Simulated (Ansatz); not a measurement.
The relaxed structure here is a generated cell of ZrO2: the first start was made by a random draw of sites in a space group, and the end was not matched to a known phase here, so it may be hypothetical. Known forms of ZrO2 include space group No. 14, 137, 225.

The end point of a relaxation of ZrO$_{2}$. These are PBEsol (plane waves to 420 eV, PAW, scalar-relativistic; Ansatz, a quantum-chemistry and plane-wave program) values and carry that method's errors.

P4₂/nnm, origin choice 1 (No. 134), tP6; a = 4.8181 Å, b = 4.8181 Å, c = 3.9105 Å, α = 90.00°, β = 90.00°, γ = 90.00°.

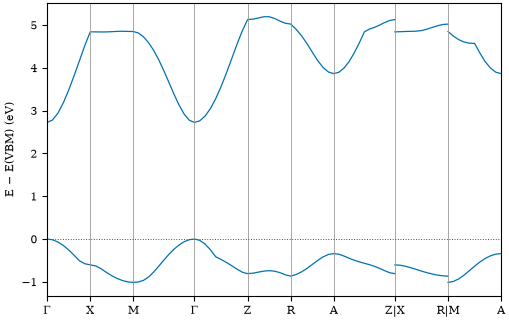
Fig. 1. Highest filled and lowest empty band along the path of this cell's Brillouin zone

Read off the gap and say whether it is direct.

2.73 eV, direct at Γ (no spin-orbit coupling).

How far does the top valence band disperse along this path?

About 1.0 eV.

No spin polarisation in the result.

The run could not lose the symmetry of its start: the end is stationary, and may be a saddle point rather than a minimum.
